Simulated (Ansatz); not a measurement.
# InClO + H₂O: a complex and its separated parts

The complex below is one end of an elementary step. How strongly is it bound against its free parts?

The runs use Ansatz 0.2.0, Gaussian basis; PBE0-D4/def2-TZVP structures, single points in def2-TZVPP, no counterpoise correction.

Levels: SPW92, PBE-D4, BLYP-D4, r2SCAN-D4, B97M-V, PBE0-D4, B3LYP-D4, r2SCAN0-D4, BHLYP-D4, CAM-B3LYP-D4, wB97X-V, wB97M-V, B2PLYP, PBE-QIDH, RPA on PBE, Hartree-Fock, MP2, CCSD, CCSD(T).

Correlated methods freeze the cores. Filled d shells of the heavier atoms are correlated. Core potentials replace the inner electrons past krypton, and spin-orbit coupling is left out. B3LYP uses VWN-RPA correlation. B2PLYP carries no dispersion term here.

50 further runs of the same task are left out: 50 set aside as unsound or not needed.

**1. The system as given**

The complex: 6 atoms, charge 0, spin multiplicity 1.

Atoms are counted from 1 here; the program's logs count them from 0.

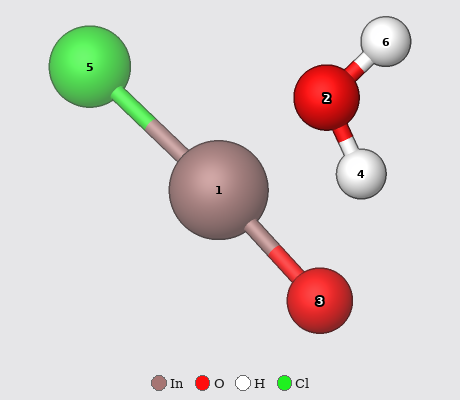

Start geometry, drawn with indium brown, oxygen red, hydrogen white, chlorine green; atoms are numbered from 1 in the order of the file.

Coordinates:

```
In   -0.9443    0.5697    0.5384
O     1.0597   -0.5231   -0.2652
O    -1.5036   -1.1433    0.1060
H     0.3487   -1.2033   -0.3747
Cl   -0.4757    2.7199    1.1011
H     1.5153   -0.4198   -1.1055
```

Its parts: InClO holds atoms 1, 3, 5; H₂O holds atoms 2, 4, 6. Each part counts its atoms afresh in its own runs.

**2. Relaxing InClO alone**

Input file relax-a/in.yaml:

```yaml
crystal:
  periodic: [false, false, false]
  atoms:
    - {symbol: In, position_ang: [-0.944266, 0.569660, 0.538377]}
    - {symbol: O, position_ang: [-1.503646, -1.143320, 0.105967]}
    - {symbol: Cl, position_ang: [-0.475713, 2.719892, 1.101063]}
basis:
  gaussian: {orbitals: def2-TZVP}
hamiltonian: {xc: pbe0, dispersion: d4}
relax: {f_tol: 0.005, max_steps: 200}
```

On the command line:

```sh
ansatz run in.yaml --threads 4 --pin off --events-out ev --progress --plain --max-ram 9574MiB
```

Log, cut to the lines that bear on the results:

```text
Functional definition: PBE0
  name "PBE0"
  cite "Adamo & Barone, J. Chem. Phys. 110, 6158 (1999) doi:10.1063/1.478522"
  cite "Perdew, Burke & Ernzerhof, Phys. Rev. Lett. 77, 3865 (1996) doi:10.1103/PhysRevLett.77.3865"
  parent pbe
[...]
900 factors; their error is unknown
[...]
mean field -19738.45448744 eV, -725.3748232083 hartree, gradient 5.7e-5 eV, S^2 0.000000; 0 other end points of the search recorded, 0 dependent functions left out
[...]
reference -19738.45452647 eV, -725.3748246427 hartree; 23, 23 occupied and 95, 95 virtual orbitals, 900 factors
[...]
900 factors; their error is unknown
[...]
mean field -19738.47594422 eV, -725.3756117305 hartree, gradient 1.4e-5 eV, S^2 0.000000; 1 other end points of the search recorded, 0 dependent functions left out
[...]
reference -19738.47598354 eV, -725.3756131754 hartree; 23, 23 occupied and 95, 95 virtual orbitals, 900 factors
Total energy: -19738.53043040 eV, -725.3776140608 hartree
Atom 0 at    -1.009878     0.577038     0.546034 Å, force    -0.002311     0.003356     0.001137 eV/Å
Atom 1 at    -1.463322    -1.134329     0.105052 Å, force     0.000476    -0.004902    -0.001414 eV/Å
Atom 2 at    -0.450425     2.703523     1.094321 Å, force     0.001835     0.001546     0.000277 eV/Å
Dipole moment:     0.157101     0.589799     0.151908 e Å
```

It took 4.4 s on 4 threads of Arm Neoverse V1, shared host.

Relaxation path:

| step | energy from step 1 (eV) | largest force component (eV/Å) |
| --- | --- | --- |
| 1 | 0.0000 | 0.7773 |
| 2 | -0.0204 | 0.1723 |
| 3 | -0.0217 | 0.0049 |

Distances of close pairs at the start and the end, largest changes first:

| bond | before (Å) | after (Å) | change (Å) |
| --- | --- | --- | --- |
| In1–O2 | 1.853 | 1.825 | -0.029 |
| In1–Cl3 | 2.271 | 2.266 | -0.005 |

**3. Relaxing H₂O alone**

Input file relax-b/in.yaml:

```yaml
crystal:
  periodic: [false, false, false]
  atoms:
    - {symbol: O, position_ang: [1.059682, -0.523143, -0.265246]}
    - {symbol: H, position_ang: [0.348718, -1.203285, -0.374668]}
    - {symbol: H, position_ang: [1.515324, -0.419805, -1.105491]}
basis:
  gaussian: {orbitals: def2-TZVP}
hamiltonian: {xc: pbe0, dispersion: d4}
relax: {f_tol: 0.005, max_steps: 200}
```

On the command line:

```sh
ansatz run in.yaml --threads 4 --pin off --events-out ev --progress --plain --max-ram 9574MiB
```

Log, cut to the lines that bear on the results:

```text
[... 5 set-up lines as earlier in the session ...]
[...]
239 factors; their error is unknown
[...]
mean field -2078.29938799 eV, -76.3760937868 hartree, gradient 4.3e-5 eV, S^2 0.000000; 0 other end points of the search recorded, 0 dependent functions left out
[...]
reference -2078.33309071 eV, -76.3773323387 hartree; 5, 5 occupied and 38, 38 virtual orbitals, 239 factors
Total energy: -2078.33734653 eV, -76.3774887374 hartree
Atom 0 at     1.054295    -0.523435    -0.252767 Å, force     0.000092     0.000047    -0.000098 eV/Å
Atom 1 at     0.374552    -1.186303    -0.391859 Å, force    -0.000023    -0.000027    -0.000016 eV/Å
Atom 2 at     1.494877    -0.436495    -1.100779 Å, force    -0.000068    -0.000020     0.000114 eV/Å
Dipole moment:    -0.088185    -0.212361    -0.363973 e Å
```

It took 0.75 s on 4 threads of Arm Neoverse V1, shared host.

Along the way:

| step | energy from step 1 (eV) | largest force component (eV/Å) |
| --- | --- | --- |
| 1 | 0.0000 | 1.1930 |
| 2 | -0.0310 | 0.2838 |
| 3 | -0.0335 | 0.0654 |
| 4 | -0.0337 | 0.0093 |
| 5 | -0.0337 | 0.0001 |

Close pairs (by a distance rule), those that changed most:

| bond | before (Å) | after (Å) | change (Å) |
| --- | --- | --- | --- |
| O1–H2 | 0.990 | 0.960 | -0.030 |
| O1–H3 | 0.961 | 0.960 | -0.002 |

**4. SPW92/def2-TZVPP**

Input file parta/in.yaml:

```yaml
crystal:
  periodic: [false, false, false]
  atoms:
    - {symbol: In, position_ang: [-1.009878, 0.577038, 0.546034]}
    - {symbol: O, position_ang: [-1.463322, -1.134329, 0.105052]}
    - {symbol: Cl, position_ang: [-0.450425, 2.703523, 1.094321]}
basis:
  gaussian: {orbitals: def2-TZVPP}
hamiltonian: {xc: lda}
```

Input file partb/in.yaml:

```yaml
crystal:
  periodic: [false, false, false]
  atoms:
    - {symbol: O, position_ang: [1.054295, -0.523435, -0.252767]}
    - {symbol: H, position_ang: [0.374552, -1.186303, -0.391859]}
    - {symbol: H, position_ang: [1.494877, -0.436495, -1.100779]}
basis:
  gaussian: {orbitals: def2-TZVPP}
hamiltonian: {xc: lda}
```

Each run has its own folder and the same command.

On the command line:

```sh
ansatz run in.yaml --threads 4 --pin off --events-out ev --progress --plain --max-ram 9574MiB
```

parta printed, cut to the lines that bear on the results:

```text
Functional definition: SPW92
  name "SPW92"
  cite "Dirac, Proc. Camb. Phil. Soc. 26, 376 (1930) doi:10.1017/S0305004100016108"
  cite "Slater, Phys. Rev. 81, 385 (1951) doi:10.1103/PhysRev.81.385"
  cite "Perdew & Wang, Phys. Rev. B 45, 13244 (1992) doi:10.1103/PhysRevB.45.13244"
[...]
833 factors; their error is unknown
[...]
mean field -19681.59694245 eV, -723.2853469695 hartree, gradient 9.0e-5 eV, S^2 0.000000; 0 other end points of the search recorded, 0 dependent functions left out
reference -19681.59699158 eV, -723.2853487751 hartree; 23, 23 occupied and 100, 100 virtual orbitals, 833 factors
Total energy: -19681.59699158 eV, -723.2853487751 hartree
```

Output in partb, cut to the lines that bear on the results:

```text
[... 5 set-up lines as earlier in the session ...]
[...]
269 factors; their error is unknown
[...]
mean field -2065.39694443 eV, -75.9019377316 hartree, gradient 5.3e-5 eV, S^2 0.000000; 0 other end points of the search recorded, 0 dependent functions left out
reference -2065.39696326 eV, -75.9019384236 hartree; 5, 5 occupied and 54, 54 virtual orbitals, 269 factors
Total energy: -2065.39696326 eV, -75.9019384236 hartree
```

They took 0.45 s (parta), 0.15 s (partb) on 4 threads of Arm Neoverse V1, shared host.

**5. PBE-D4/def2-TZVPP**

Each input of step 4 (parta, partb) changes in the same lines:

```diff
-hamiltonian: {xc: lda}
+hamiltonian: {xc: pbe, dispersion: d4}
```

Each run has its own folder and the same command.

On the command line:

```sh
ansatz run in.yaml --threads 4 --pin off --events-out ev --progress --plain --max-ram 9574MiB
```

Output in parta, cut to the lines that bear on the results:

```text
Functional definition: PBE
  name "PBE"
[... 2 set-up lines as earlier in the session ...]
[...]
833 factors; their error is unknown
[...]
mean field -19738.02748801 eV, -725.3591312686 hartree, gradient 5.0e-5 eV, S^2 0.000000; 0 other end points of the search recorded, 0 dependent functions left out
reference -19738.02754054 eV, -725.3591331994 hartree; 23, 23 occupied and 100, 100 virtual orbitals, 833 factors
Total energy: -19738.09162892 eV, -725.3614884037 hartree
```

Log of partb, cut to the lines that bear on the results:

```text
[... 4 set-up lines as earlier in the session ...]
[...]
269 factors; their error is unknown
[...]
mean field -2078.40757002 eV, -76.3800694029 hartree, gradient 4.4e-5 eV, S^2 0.000000; 0 other end points of the search recorded, 0 dependent functions left out
reference -2078.40759049 eV, -76.3800701553 hartree; 5, 5 occupied and 54, 54 virtual orbitals, 269 factors
Total energy: -2078.41290755 eV, -76.3802655534 hartree
```

Times: 0.7 s (parta), 0.15 s (partb) on 4 threads of Arm Neoverse V1, shared host.

**6. BLYP-D4/def2-TZVPP**

Each input of step 5 (parta, partb) changes in the same lines:

```diff
-hamiltonian: {xc: pbe, dispersion: d4}
+hamiltonian: {xc: {name: BLYP}, dispersion: d4}
```

Each run has its own folder and the same command.

On the command line:

```sh
ansatz run in.yaml --threads 4 --pin off --events-out ev --progress --plain --max-ram 9574MiB
```

parta printed, cut to the lines that bear on the results:

```text
Functional definition: BLYP
  name "BLYP"
  cite "Becke, Phys. Rev. A 38, 3098 (1988) doi:10.1103/PhysRevA.38.3098"
  cite "Lee, Yang & Parr, Phys. Rev. B 37, 785 (1988) doi:10.1103/PhysRevB.37.785"
[...]
833 factors; their error is unknown
[...]
mean field -19743.81920630 eV, -725.5719729901 hartree, gradient 7.9e-6 eV, S^2 0.000000; 0 other end points of the search recorded, 0 dependent functions left out
reference -19743.81952198 eV, -725.5719845912 hartree; 23, 23 occupied and 100, 100 virtual orbitals, 833 factors
Total energy: -19743.95352112 eV, -725.5769089688 hartree
```

Log of partb, cut to the lines that bear on the results:

```text
[... 4 set-up lines as earlier in the session ...]
[...]
269 factors; their error is unknown
[...]
mean field -2080.27678512 eV, -76.4487617908 hartree, gradient 8.6e-5 eV, S^2 0.000000; 0 other end points of the search recorded, 0 dependent functions left out
reference -2080.27697467 eV, -76.4487687566 hartree; 5, 5 occupied and 54, 54 virtual orbitals, 269 factors
Total energy: -2080.28981708 eV, -76.4492407067 hartree
```

Wall times: 0.8 s (parta), 0.15 s (partb) on 4 threads of Arm Neoverse V1, shared host.

**7. r2SCAN-D4/def2-TZVPP**

The same edit goes into each in.yaml of step 6 (parta, partb):

```diff
-hamiltonian: {xc: {name: BLYP}, dispersion: d4}
+hamiltonian: {xc: r2scan, dispersion: d4}
```

Each run has its own folder and the same command.

On the command line:

```sh
ansatz run in.yaml --threads 4 --pin off --events-out ev --progress --plain --max-ram 9574MiB
```

parta printed, cut to the lines that bear on the results:

```text
Functional definition: r2SCAN
  name "r2SCAN"
  cite "Furness, Kaplan, Ning, Perdew & Sun, J. Phys. Chem. Lett. 11, 8208 (2020) doi:10.1021/acs.jpclett.0c02405"
  cite "Furness, Kaplan, Ning, Perdew & Sun, J. Phys. Chem. Lett. 11, 9248 (2020) doi:10.1021/acs.jpclett.0c03077"
  parent r2scan
[...]
833 factors; their error is unknown
[...]
mean field -19745.05396263 eV, -725.6173494484 hartree, gradient 6.2e-5 eV, S^2 0.000000; 0 other end points of the search recorded, 0 dependent functions left out
reference -19745.05398043 eV, -725.6173501025 hartree; 23, 23 occupied and 100, 100 virtual orbitals, 833 factors
Total energy: -19745.06710654 eV, -725.6178324782 hartree
```

Log of partb, cut to the lines that bear on the results:

```text
[... 5 set-up lines as earlier in the session ...]
[...]
269 factors; their error is unknown
[...]
mean field -2079.58114707 eV, -76.4231975642 hartree, gradient 8.5e-5 eV, S^2 0.000000; 0 other end points of the search recorded, 0 dependent functions left out
reference -2079.58115228 eV, -76.4231977554 hartree; 5, 5 occupied and 54, 54 virtual orbitals, 269 factors
Total energy: -2079.58242480 eV, -76.4232445199 hartree
```

Times: 1.6 s (parta), 0.45 s (partb) on 4 threads of Arm Neoverse V1, shared host.

**8. B97M-V/def2-TZVPP**

Each input of step 7 (parta, partb) changes in the same lines:

```diff
-hamiltonian: {xc: r2scan, dispersion: d4}
+hamiltonian: {xc: {name: B97M-V}}
```

One command serves all of them, each in its own folder.

On the command line:

```sh
ansatz run in.yaml --threads 4 --pin off --events-out ev --progress --plain --max-ram 9574MiB
```

parta printed, cut to the lines that bear on the results:

```text
Functional definition: B97M-V
  name "B97M-V"
  cite "Mardirossian & Head-Gordon, J. Chem. Phys. 142, 074111 (2015) doi:10.1063/1.4907719"
  cite "Becke, J. Chem. Phys. 107, 8554 (1997) doi:10.1063/1.475007"
  cite "Vydrov & Van Voorhis, J. Chem. Phys. 133, 244103 (2010) doi:10.1063/1.3521275"
  # Of w^i u^j: cxij and so on, Table III.
[...]
  gx(w, u) = cx00 + cx01*u + cx02*u^2 + (cx10 + cx11*u)*w
[...]
  gos(w, u) = cos00 + cos01*u + cos03*u^3 + cos10*w + cos32*w^3*u^2
[...]
      + integral(e_c_pw_mod_opposite_spin*gos(b97_w_opposite, b97_u_opposite)) + vv10(b, c)
833 factors; their error is unknown
[...]
mean field -19741.05802492 eV, -725.4705014462 hartree, gradient 7.2e-6 eV, S^2 0.000000; 0 other end points of the search recorded, 0 dependent functions left out
reference -19741.05810231 eV, -725.4705042900 hartree; 23, 23 occupied and 100, 100 virtual orbitals, 833 factors
Total energy: -19741.05810231 eV, -725.4705042900 hartree
```

Output in partb, cut to the lines that bear on the results:

```text
[... 5 set-up lines as earlier in the session ...]
  # Of w^i u^j: cxij and so on, Table III.
[...]
  gx(w, u) = cx00 + cx01*u + cx02*u^2 + (cx10 + cx11*u)*w
[...]
  gos(w, u) = cos00 + cos01*u + cos03*u^3 + cos10*w + cos32*w^3*u^2
[...]
      + integral(e_c_pw_mod_opposite_spin*gos(b97_w_opposite, b97_u_opposite)) + vv10(b, c)
269 factors; their error is unknown
[...]
mean field -2079.93551253 eV, -76.4362202544 hartree, gradient 2.9e-5 eV, S^2 0.000000; 0 other end points of the search recorded, 0 dependent functions left out
reference -2079.93553934 eV, -76.4362212398 hartree; 5, 5 occupied and 54, 54 virtual orbitals, 269 factors
Total energy: -2079.93553934 eV, -76.4362212398 hartree
```

They took 2.6 s (parta), 0.45 s (partb) on 4 threads of Arm Neoverse V1, shared host.

**9. PBE0-D4/def2-TZVPP**

The same edit goes into each in.yaml of step 8 (parta, partb):

```diff
-hamiltonian: {xc: {name: B97M-V}}
+hamiltonian: {xc: pbe0, dispersion: d4}
+output: {orbitals: {seedname: orbitals}}
```

One command serves all of them, each in its own folder.

On the command line:

```sh
ansatz run in.yaml --threads 4 --pin off --events-out ev --progress --plain --max-ram 9574MiB
```

Output in parta, cut to the lines that bear on the results:

```text
[... 5 set-up lines as earlier in the session ...]
[...]
957 factors; their error is unknown
[...]
mean field -19738.47691007 eV, -725.3756472247 hartree, gradient 6.7e-5 eV, S^2 0.000000; 0 other end points of the search recorded, 0 dependent functions left out
reference -19738.47694938 eV, -725.3756486693 hartree; 23, 23 occupied and 100, 100 virtual orbitals, 957 factors
Total energy: -19738.53139624 eV, -725.3776495548 hartree
```

Output in partb, cut to the lines that bear on the results:

```text
[... 5 set-up lines as earlier in the session ...]
[...]
269 factors; their error is unknown
[...]
mean field -2078.42782042 eV, -76.3808135915 hartree, gradient 1.2e-5 eV, S^2 0.000000; 0 other end points of the search recorded, 0 dependent functions left out
reference -2078.42783493 eV, -76.3808141245 hartree; 5, 5 occupied and 54, 54 virtual orbitals, 269 factors
Total energy: -2078.43209075 eV, -76.3809705232 hartree
```

They took 0.9 s (parta), 0.15 s (partb) on 4 threads of Arm Neoverse V1, shared host.

**10. B3LYP-D4/def2-TZVPP**

Each input of step 9 (parta, partb) changes in the same lines:

```diff
-hamiltonian: {xc: pbe0, dispersion: d4}
-output: {orbitals: {seedname: orbitals}}
+hamiltonian: {xc: {name: B3LYP}, dispersion: d4}
```

Each run has its own folder and the same command.

On the command line:

```sh
ansatz run in.yaml --threads 4 --pin off --events-out ev --progress --plain --max-ram 9574MiB
```

Log of parta, cut to the lines that bear on the results:

```text
Functional definition: B3LYP
  name "B3LYP"
  cite "Stephens, Devlin, Chabalowski & Frisch, J. Phys. Chem. 98, 11623 (1994) doi:10.1021/j100096a001"
[... 2 set-up lines as earlier in the session ...]
  cite "Vosko, Wilk & Nusair, Can. J. Phys. 58, 1200 (1980) doi:10.1139/p80-159"
[...]
929 factors; their error is unknown
[...]
mean field -19747.03009075 eV, -725.6899708174 hartree, gradient 1.5e-5 eV, S^2 0.000000; 0 other end points of the search recorded, 0 dependent functions left out
reference -19747.03033129 eV, -725.6899796568 hartree; 23, 23 occupied and 100, 100 virtual orbitals, 929 factors
Total energy: -19747.13675015 eV, -725.6938904780 hartree
```

Log of partb, cut to the lines that bear on the results:

```text
[... 6 set-up lines as earlier in the session ...]
[...]
269 factors; their error is unknown
[...]
mean field -2080.76395973 eV, -76.4666651275 hartree, gradient 1.1e-5 eV, S^2 0.000000; 0 other end points of the search recorded, 0 dependent functions left out
reference -2080.76409809 eV, -76.4666702122 hartree; 5, 5 occupied and 54, 54 virtual orbitals, 269 factors
Total energy: -2080.77252414 eV, -76.4669798640 hartree
```

They took 1 s (parta), 0.2 s (partb) on 4 threads of Arm Neoverse V1, shared host.

**11. r2SCAN0-D4/def2-TZVPP**

The same edit goes into each in.yaml of step 10 (parta, partb):

```diff
-hamiltonian: {xc: {name: B3LYP}, dispersion: d4}
+hamiltonian: {xc: {name: r2SCAN0}, dispersion: d4}
```

Each run has its own folder and the same command.

On the command line:

```sh
ansatz run in.yaml --threads 4 --pin off --events-out ev --progress --plain --max-ram 9574MiB
```

parta printed, cut to the lines that bear on the results:

```text
Functional definition: r2SCAN0
  name "r2SCAN0"
  cite "Bursch, Neugebauer, Ehlert & Grimme, J. Chem. Phys. 156, 134105 (2022) doi:10.1063/5.0086040"
[... 3 set-up lines as earlier in the session ...]
[...]
957 factors; their error is unknown
[...]
mean field -19743.36150429 eV, -725.5551527516 hartree, gradient 4.3e-5 eV, S^2 0.000000; 0 other end points of the search recorded, 0 dependent functions left out
reference -19743.36151831 eV, -725.5551532668 hartree; 23, 23 occupied and 100, 100 virtual orbitals, 957 factors
Total energy: -19743.37835733 eV, -725.5557720895 hartree
```

Log of partb, cut to the lines that bear on the results:

```text
[... 6 set-up lines as earlier in the session ...]
[...]
269 factors; their error is unknown
[...]
mean field -2079.27470596 eV, -76.4119360609 hartree, gradient 2.0e-5 eV, S^2 0.000000; 0 other end points of the search recorded, 0 dependent functions left out
reference -2079.27471006 eV, -76.4119362116 hartree; 5, 5 occupied and 54, 54 virtual orbitals, 269 factors
Total energy: -2079.27611421 eV, -76.4119878133 hartree
```

Times: 1.9 s (parta), 0.45 s (partb) on 4 threads of Arm Neoverse V1, shared host.

**12. BHLYP-D4/def2-TZVPP**

The same edit goes into each in.yaml of step 11 (parta, partb):

```diff
-hamiltonian: {xc: {name: r2SCAN0}, dispersion: d4}
+hamiltonian: {xc: {name: BHLYP}, dispersion: d4}
```

Each run has its own folder and the same command.

On the command line:

```sh
ansatz run in.yaml --threads 4 --pin off --events-out ev --progress --plain --max-ram 9574MiB
```

Output in parta, cut to the lines that bear on the results:

```text
Functional definition: BHLYP
  name "BHLYP"
  cite "Becke, J. Chem. Phys. 98, 1372 (1993) doi:10.1063/1.464304"
[... 2 set-up lines as earlier in the session ...]
[...]
1046 factors; their error is unknown
[...]
mean field -19741.32876569 eV, -725.4804509857 hartree, gradient 2.8e-5 eV, S^2 0.000000; 0 other end points of the search recorded, 0 dependent functions left out
reference -19741.32892769 eV, -725.4804569392 hartree; 23, 23 occupied and 100, 100 virtual orbitals, 1046 factors
Total energy: -19741.43697037 eV, -725.4844274343 hartree
```

partb printed, cut to the lines that bear on the results:

```text
[... 5 set-up lines as earlier in the session ...]
[...]
295 factors; their error is unknown
[...]
mean field -2079.57890735 eV, -76.4231152560 hartree, gradient 2.0e-5 eV, S^2 0.000000; 0 other end points of the search recorded, 0 dependent functions left out
reference -2079.57899815 eV, -76.4231185926 hartree; 5, 5 occupied and 54, 54 virtual orbitals, 295 factors
Total energy: -2079.58394996 eV, -76.4233005683 hartree
```

Wall times: 1.1 s (parta), 0.15 s (partb) on 4 threads of Arm Neoverse V1, shared host.

[end of part 1 of 2]
